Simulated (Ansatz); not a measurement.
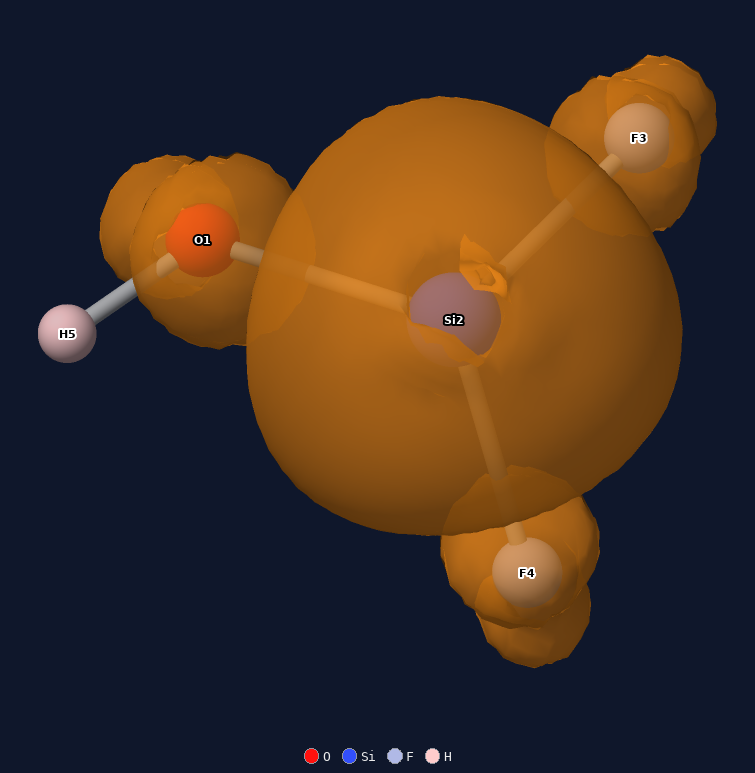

*F2HOSi (SMILES O[Si](F)F) (doublet). Isosurface of the spin density (α minus β) at +0.03 e/Å³ (orange), seen across its widest extent.*

Geometry: PBE0-D4/def2-TZVP.

Level of theory: UKS PBE0-D4/def2-TZVPP (Ansatz).

```yaml
atoms:
  - { symbol: O, position_ang: [0.1451, 1.0882, -0.2137] }
  - { symbol: Si, position_ang: [-0.0862, -0.3659, 0.4788] }
  - { symbol: F, position_ang: [1.3629, -0.9350, 0.7704] }
  - { symbol: F, position_ang: [-0.7986, -1.3702, -0.5302] }
  - { symbol: H, position_ang: [-0.6233, 1.5829, -0.5053] }
```

### Describe the spin distribution.

The unpaired spin (1 electron) lies mostly on Si2 (about 0.8) and O1 (about 0.1), in electrons by Hirshfeld's partition.
